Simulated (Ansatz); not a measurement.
SiH4O: several calculations on one system

**1. Relaxation**

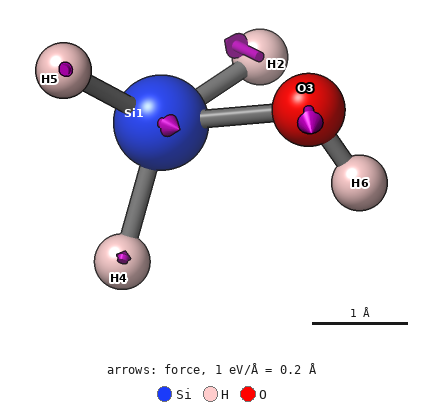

Starting geometry of SiH₄O (started from a transition state, displaced along its imaginary mode) with the computed forces as purple arrows. Style: ball-and-stick. Shown face on.

The calculation used RKS PBE0-D4/def2-TZVP (Ansatz). Settings: force threshold 0.005 eV/Å; at most 200 steps.

### What follows when this structure is relaxed?

It isn't relaxed: the largest force vector, on H2, is 3.42 eV/Å. The atoms end up moving mostly along the starting forces (cosine between the two patterns 0.88). The largest move after the best rigid fit is that of H2, 0.67 Å. By element the largest moves are H 0.67 Å, O 0.45 Å, Si 0.20 Å. Among the contacts that change: Si1–O3 1.718 → 1.648 Å, Si1–H4 1.528 → 1.489 Å, Si1–H5 1.518 → 1.480 Å, Si1–H2 1.475 → 1.489 Å. Bond angles that change, for instance: H2–Si1–O3 63.4° → 111.7°, H2–Si1–H5 130.5° → 109.9°, H2–Si1–H4 125.6° → 107.9°. Groups turn about Si1–O3 by about 35°. The energy falls by 49.8 kcal/mol in 7 geometry steps. Largest force component: 3 eV/Å at the start, 0.0021 eV/Å at the end. Cost: 9 s on 2 threads of Arm Neoverse V1, with other jobs on the host.

**2. Relaxation**

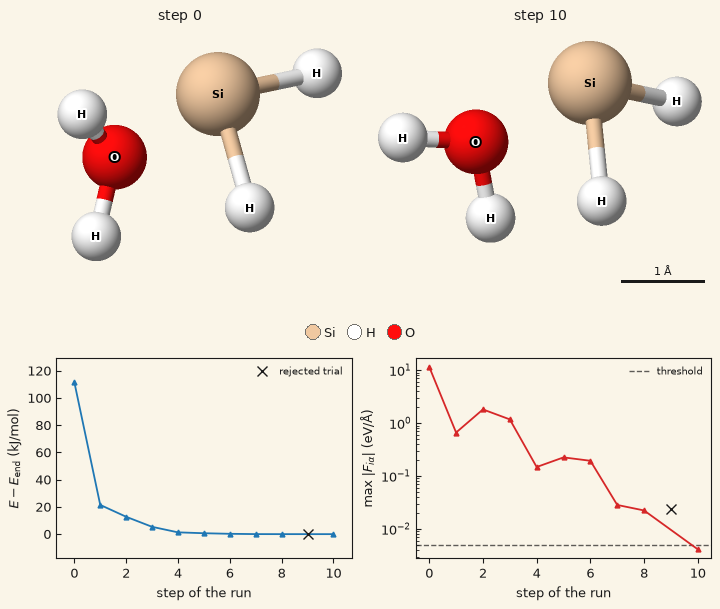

First and last geometry of a relaxation of SiH4O (started from a transition state, displaced along its imaginary mode), with the history of the run. Style: ball-and-stick. Shown from a free direction.

Computed with RKS PBE0-D4/def2-TZVP in Ansatz 0.2.0. Settings: force threshold 0.005 eV/Å; at most 200 steps.

Question: What do the curves and the structures tell?

Answer: It converged. The atom that moves furthest after the best rigid fit is an H atom (0.56 Å). By element the largest moves are H 0.56 Å, O 0.26 Å, Si 0.20 Å. Near-neighbour distances that change, for instance: H–Si 1.921 → 2.556 Å, H–O 0.831 → 0.963 Å, H–O 0.992 → 0.963 Å, H–Si 1.521 → 1.532 Å. Bond angles that change, for instance: H–O–H 115.0° → 107.8°, H–Si–H 98.8° → 92.5°. The energy falls by 111.7 kJ/mol in 9 accepted moves (10 points after the start). The largest force component goes from 12 to 0.0041 eV/Å. The line search rejected the trial step at point 9 of the run.

**3. Reaction**

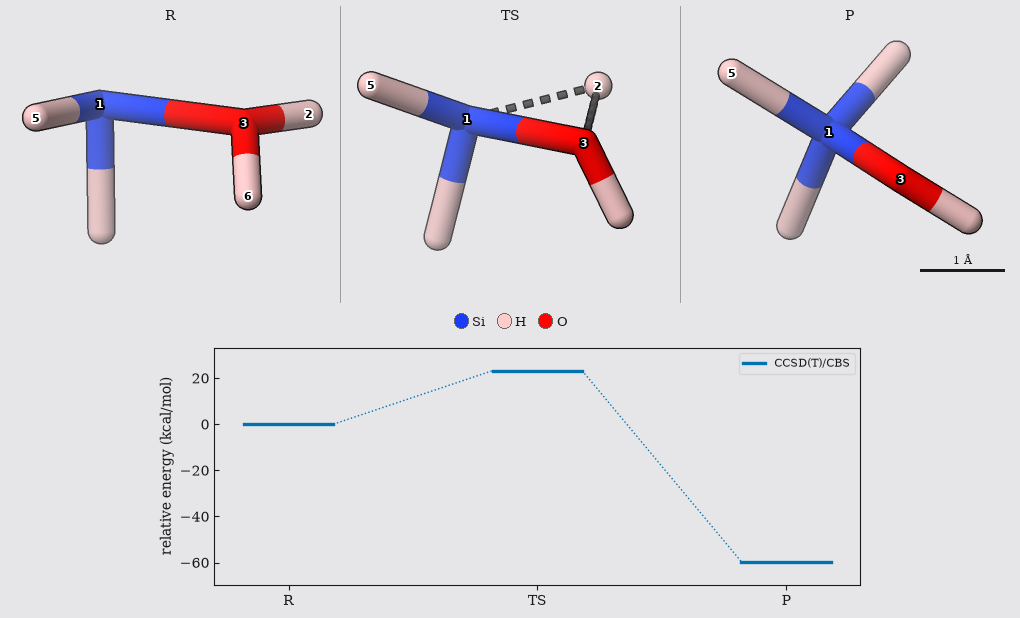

A reaction step of SiH₄O, with its energy diagram. Style: stick. Shown at a tilt. Dashed sticks mark bonds that form or break.

Stationary points at PBE0-D4/def2-TZVP, single-point energies with CCSD(T)/CBS (def2-TZVPP where no basis is named; Ansatz 0.2.0). The energies are electronic, without zero-point or thermal terms, and both ends are the minima reached downhill from the saddle, with any fragments still in contact. CCSD(T)/CBS stands for a frozen-core estimate: MP2 correlation extrapolated from def2-TZVPP and def2-QZVPP, CCSD(T) minus MP2 from the smaller set.

### What happens, and what does it cost?

From R over the saddle to P, a bond forms: H–Si (2.56 → 1.63 → 1.49 Å). A bond breaks: H–O (0.96 → 1.26 → 2.60 Å). Bonds that stay but change much: O–Si (2.06 → 1.90 → 1.65 Å). The saddle has one imaginary mode, 1523i cm⁻¹. With CCSD(T)/CBS the barrier is 23.2 kcal/mol from R and 82.9 kcal/mol from P, and P lies 59.7 kcal/mol below R.

**4. Path**

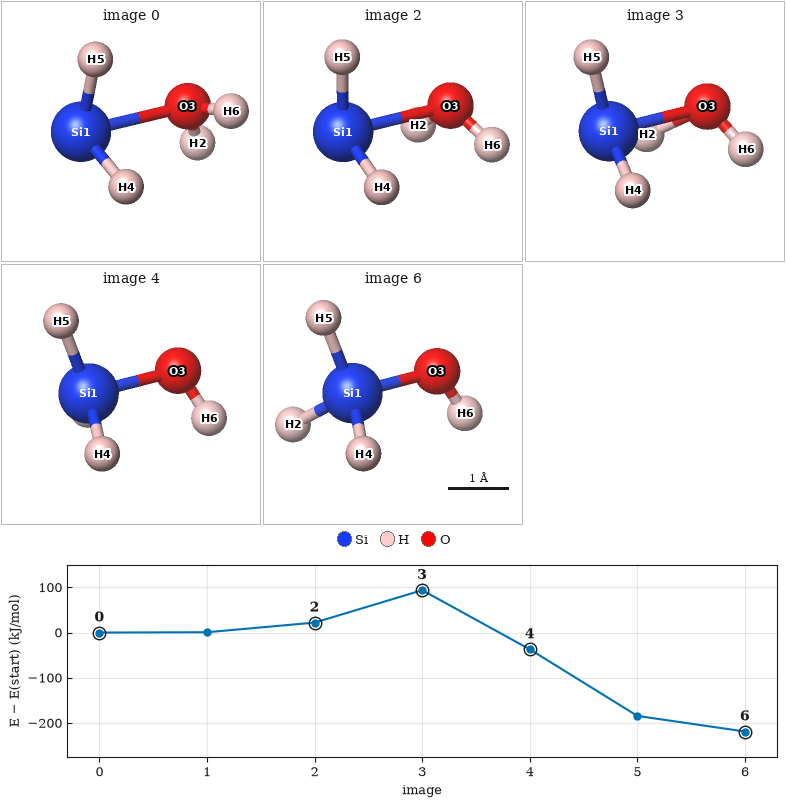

A search for the minimum-energy path of SiH$_{4}$O by the nudged elastic band. Images are numbered from 0 (start) to 6 (end). A ball-and-stick model, seen from a free direction.

All numbers below come from RKS PBE0-D4/def2-SVP (Ansatz). Run with 5 movable images; climbing image.

Read off the barrier and say what moves.

The energy climbs by 93.7 kJ/mol to image 3 and then falls by 312.5 kJ/mol, so the end point sits at −218.8 kJ/mol. A hydrogen atom shifts from one atom to another. Breaking: H2–O3 (0.96 → 1.29 at the top → 2.60 Å). Forming: Si1–H2 (2.56 → 1.62 at the top → 1.49 Å). The band converged in 10 iterations. The largest component of the band force went from 4.5 to 0.026 eV/Å. The climbing image converged on the top of the path. Its curvatures weren't checked. The largest force component is 0.20 eV/Å at the start and 0.50 eV/Å at the end; an end with forces this large is no minimum, and the barrier measured from it can be far off.

Cost: 44 s on 2 threads of Arm Neoverse V1, with other jobs on the host.
